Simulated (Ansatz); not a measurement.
# AlHNO (charge −1): what the fields show

```yaml
atoms:
  - { symbol: Al, position_ang: [-0.2701, 0.3568, -0.4553] }
  - { symbol: N, position_ang: [0.8358, 0.6459, -1.7043] }
  - { symbol: O, position_ang: [-1.4175, 0.0234, 0.8371] }
  - { symbol: H, position_ang: [-1.6503, -0.8926, 1.0087] }
```

Geometry: B3LYP-D4/def2-TZVPD; the highest occupied orbital lies above zero, a sign that basis and functional describe the outermost electron poorly.

The calculation used isolated molecule in a Gaussian basis; Kohn-Sham density functional theory, functional PBE0 (Ansatz 0.2.0).

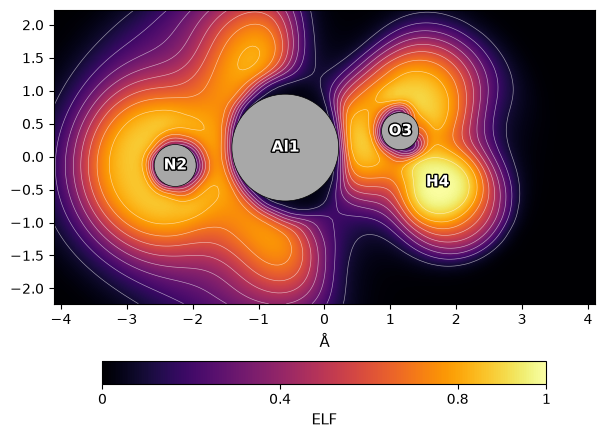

Figure 1. Electron localisation function on the molecular plane. Grey discs cover the atomic cores.

Describe what can be read from this map.

Answer. The plane passes through Al, N, O and H nuclei.
Al–N (1.69 Å): the ELF peaks at about 0.75 in the valence shell of N, 0.6 Å from its nucleus, and is about 0.40 at the midpoint.
Al–O (1.76 Å): the ELF peaks at about 0.85 in the valence shell of O, 0.6 Å from its nucleus, and is about 0.50 at the midpoint.
O–H (0.96 Å): the ELF climbs to about 1 towards the hydrogen, as it does in any bond to H: a covalent bond by its length.
The ELF also peaks beside N2, O3 and Al1, away from the bonds: lone-pair regions.

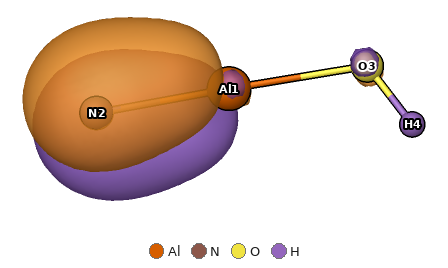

Figure 2. The HOMO at ±0.15 Å⁻³ᐟ² (orange and purple are the two phases), seen at a tilt.

Where does this orbital lie, and at what energy?

Answer. Its weight (Hirshfeld) is mainly on N2 (about 70 %) and Al1 (about 30 %); it changes sign across the molecular plane (π type); π-bonding across Al1–N2. Its energy is 0.03 eV.
